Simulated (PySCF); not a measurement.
# CH4AlO2 (SMILES C[O][Al][OH]) at 5 levels

Aim: a comparison of 5 runs (UHF/STO-3G, UHF/6-31G**, UHF/def2-SVP, USVWN5/STO-3G, UCCSD(T)/cc-pVDZ) of CH4AlO2. 

The calculation is run with PySCF 2.14.0.

## 1. The molecule

CH4AlO2: 8 atoms, total charge 0, spin state doublet. As SMILES, `C[O][Al][OH]`. The coordinates come from a PBE0-D4/def2-TZVP relaxation. This is one conformer, not always the lowest.

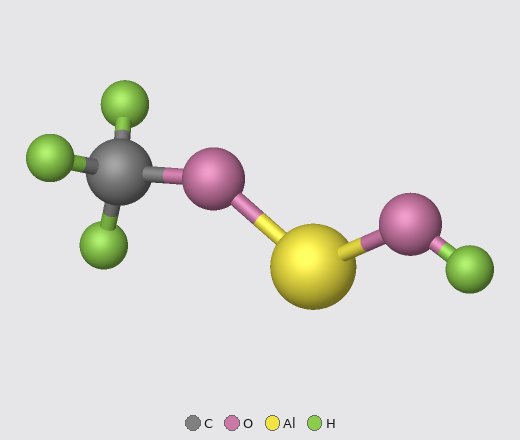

The structure, seen from a chosen angle (carbon grey, oxygen pink, aluminium yellow, hydrogen green).

## 2. Energy and forces at UHF/STO-3G (run 1)

File run.py:

```python
# C[O][Al][OH]
from pyscf import gto

mol = gto.M(
    atom='''
C        0.292700       1.365900      -0.669900
O       -0.035800       0.282500       0.144300
Al      -0.062600      -1.399600       0.093000
O       -0.601900      -2.191900       1.497900
H        0.661200       1.058300      -1.655900
H       -0.585400       2.002400      -0.820800
H        1.070000       1.971500      -0.192500
H       -0.646300      -3.146000       1.548200
''',
    spin=1,
    verbose=4,
    max_memory=1860,
    basis='sto-3g',
    charge=0,
)

mf = mol.UHF()
mf.conv_tol = 1e-10
mf.kernel()
if not mf.converged:
    mf = mf.newton().run(mf.mo_coeff, mf.mo_occ)

e_final = mf.e_tot
print('Final energy', e_final)
grad = mf.nuc_grad_method().kernel()
mf.analyze()
```

Run with:

```sh
$ OMP_NUM_THREADS=1 python run.py
```

What it wrote:

```text
PySCF version 2.14.0

[... 110 lines left out ...]
Total Energy =                        -426.428954186772330
[... 2 lines left out ...]
Two-electron Energy =                  317.658742398397010
[... 5 lines left out ...]
MO #1   energy= -57.7367149283475  | -57.7266523946853  occ= 1 | 1
[... 3 lines left out ...]
MO #28  energy= 0.868980971246558  | 0.88305198897007   occ= 0 | 0
[... 55 lines left out ...]
Dipole moment(X, Y, Z, Debye):  0.82260, -1.90755, -2.37349
```

Run time: 1.1 s. Hardware: 1 thread of Arm Neoverse V2, shared host; peak memory 0.12 GiB.

## 3. Energy and gradient at UHF/6-31G(d,p) (spherical functions) (run 2)

File run.py:

```python
# C[O][Al][OH]
import pyscf.grad
from pyscf import gto

system = gto.Mole()
system.atom = '''
C      0.553123     2.581177    -1.265928
O     -0.067652     0.533848     0.272687
Al    -0.118297    -2.644861     0.175745
O     -1.137426    -4.142091     2.830621
H      1.249487     1.999897    -3.129197
H     -1.106246     3.783988    -1.551087
H      2.022007     3.725595    -0.363772
H     -1.221330    -5.945078     2.925674
'''
system.basis = '6-31g**'
system.verbose = 3
system.max_memory = 1860
system.spin = 1
system.unit = 'bohr'
system.build()

myscf = system.UHF()
myscf.conv_tol = 1e-10
myscf.kernel()
if not myscf.converged:
    myscf = myscf.newton().run(myscf.mo_coeff, myscf.mo_occ)

e_tot = myscf.e_tot
print(f'total energy: {e_tot:.8f} hartree')
grad = myscf.Gradients().kernel()
dip = myscf.dip_moment()
pop, q = myscf.mulliken_pop()
```

Run with:

```sh
$ OMP_NUM_THREADS=1 python run.py
```

What it wrote:

```text
converged SCF energy = -431.889332307475  <S^2> = 0.75298171  2S+1 = 2.0029795
total energy: -431.88933231 hartree
--------------- UHF gradients ---------------
         x                y                z
0 C     0.0003748560    -0.0013170062    -0.0011566339
1 O    -0.0018805389    -0.0062148959     0.0047202010
2 Al     0.0005436861     0.0001870806    -0.0014813339
3 O     0.0001736885     0.0193451997     0.0009604005
4 H     0.0019524036    -0.0008990758    -0.0051785653
5 H    -0.0050435680     0.0038207757    -0.0007917134
6 H     0.0044201536     0.0036281603     0.0028274000
7 H    -0.0005406809    -0.0185502384     0.0001002450
----------------------------------------------
Dipole moment(X, Y, Z, Debye):  0.74633, -1.13485, -2.11222
 ** Mulliken pop       alpha | beta **
pop of  0 C 1s        0.99864 | 0.99864
pop of  0 C 2s        0.32207 | 0.32251
pop of  0 C 3s        0.25791 | 0.25842
pop of  0 C 2px       0.35117 | 0.35112
pop of  0 C 2py       0.30029 | 0.30098
pop of  0 C 2pz       0.32523 | 0.32549
[... 73 lines of this table left out ...]
pop of  7 H 2pz       0.00497 | 0.00490
In total            20.00000 | 19.00000
 ** Mulliken atomic charges   ( Nelec_alpha | Nelec_beta ) **
charge of  0C =      0.05060  (     2.97274      2.97666 )
charge of  1O =     -0.82452  (     4.42873      4.39579 )
charge of  2Al =      0.95088  (     6.49085      5.55827 )
charge of  3O =     -0.81392  (     4.43001      4.38390 )
charge of  4H =      0.08032  (     0.46045      0.45924 )
charge of  5H =      0.10251  (     0.44843      0.44906 )
charge of  6H =      0.10283  (     0.44828      0.44889 )
charge of  7H =      0.35130  (     0.32051      0.32819 )
```

It took 5.1 s on 1 thread of Arm Neoverse V2, shared host; peak memory 0.16 GiB.

Runs 3 to 4 aren't shown in full; the table further down has their settings and results.

## 4. A single-point energy at UCCSD(T)/cc-pVDZ (run 5)

File input.xyz:

```xyz
8

C      0.292700     1.365900    -0.669900
O     -0.035800     0.282500     0.144300
Al    -0.062600    -1.399600     0.093000
O     -0.601900    -2.191900     1.497900
H      0.661200     1.058300    -1.655900
H     -0.585400     2.002400    -0.820800
H      1.070000     1.971500    -0.192500
H     -0.646300    -3.146000     1.548200
```

File job.py:

```python
# C[O][Al][OH]
from pyscf import gto, cc

mol = gto.Mole()
mol.atom = 'input.xyz'
mol.verbose = 3
mol.basis = 'cc-pvdz'
mol.charge = 0
mol.max_memory = 1860
mol.spin = 1
mol.build()

myscf = mol.UHF()
myscf.conv_tol = 1e-10
myscf.kernel()
if not myscf.converged:
    myscf = myscf.newton().run(myscf.mo_coeff, myscf.mo_occ)

mycc = cc.CCSD(myscf, frozen=8)
mycc.kernel()
e_t = mycc.ccsd_t()
e_tot = mycc.e_tot + e_t
print('Final energy', e_tot)
myscf.analyze()
```

Run with:

```sh
$ OMP_NUM_THREADS=1 python job.py
```

What it wrote:

```text
converged SCF energy = -431.906605485708  <S^2> = 0.75316741  2S+1 = 2.0031649
E(UCCSD) = -432.4943149864483  E_corr = -0.5877095007398986
UCCSD(T) correction = -0.0141998732931227
Final energy -432.5085148597414
**** MO energy ****
                             alpha | beta                alpha | beta
MO #1   energy= -58.5000371780554  | -58.4954392682475  occ= 1 | 1
MO #2   energy= -20.5358574342025  | -20.5318795510951  occ= 1 | 1
MO #3   energy= -20.5312358059771  | -20.5279799964369  occ= 1 | 1
[... 76 lines of this table left out ...]
MO #80  energy= 4.08768712282764   | 4.09034703387299   occ= 0 | 0

To work with the spin densities directly, `use mulliken_meta_spin()` only printing them here.

 ** Mulliken spin pop alpha/beta on meta-lowdin orthogonal AOs **
 ** Mulliken Spin Density (per atom)  **
spin density of  0 C =      0.00019
spin density of  1 O =      0.04912
spin density of  2 Al =      0.88787
spin density of  3 O =      0.06455
spin density of  4 H =      0.00147
spin density of  5 H =     -0.00037
spin density of  6 H =     -0.00037
spin density of  7 H =     -0.00246
 ** Mulliken pop alpha/beta on meta-lowdin orthogonal AOs **
 ** Mulliken atomic charges   ( Nelec_alpha | Nelec_beta ) **
charge of  0C =      0.02899  (     2.98560      2.98541 )
charge of  1O =     -0.70083  (     4.37498      4.32586 )
charge of  2Al =      0.90764  (     6.49012      5.60224 )
[... 4 lines of this table left out ...]
charge of  7H =      0.32958  (     0.33398      0.33644 )
Dipole moment(X, Y, Z, Debye):  0.70644, -1.07638, -2.00011
```

It took 99 s on 1 thread of Arm Neoverse V2, shared host; peak memory 1.2 GiB.

## 5. The series

```
run                              level  integration grid      task  energy (Eh)  dipole moment (D) of the reference  HOMO energy (eV)  LUMO energy (eV)  wall time
  1                         UHF/STO-3G                 –  gradient  -426.428954                                3.15             -4.44              7.55      1.1 s
  2  UHF/6-31G** (spherical functions)                 –  gradient  -431.889332                                2.51             -8.52              0.98      5.1 s
  3                       UHF/def2-SVP                 –  gradient  -431.677577                                2.48             -8.52              0.91      3.6 s
  4                      USVWN5/STO-3G                 5  gradient  -425.312238                                1.92              0.96              2.02      5.7 s
  5                   UCCSD(T)/cc-pVDZ                 –    energy  -432.508515                                2.38             -8.60              1.10       99 s
```

## 6. Summary of results

```
                                                         quantity          value
                                              run 5: total energy  -432.50851 Eh
                      run 5: dipole moment (Hartree–Fock density)         2.38 D
run 5: HOMO energy (Hartree–Fock orbitals) (highest over α and β)       -8.60 eV
 run 5: LUMO energy (Hartree–Fock orbitals) (lowest over α and β)        1.10 eV
               run 5: correlation energy (8 core orbitals frozen)     -601.9 mEh
                                            run 5: (T) correction     -14.20 mEh
                         run 5: ⟨S²⟩ of the reference determinant          0.753
                                             run 5: T1 diagnostic          0.017
```

**Reading.** Over runs 1, 2, 3, 4 the dipole moment (its size) runs from 1.92 D (USVWN5/STO-3G) to 3.15 D (UHF/STO-3G). In runs 1, 4 the basis is minimal, so the values are rough. All runs together took 1.9 min, the longest 99 s.
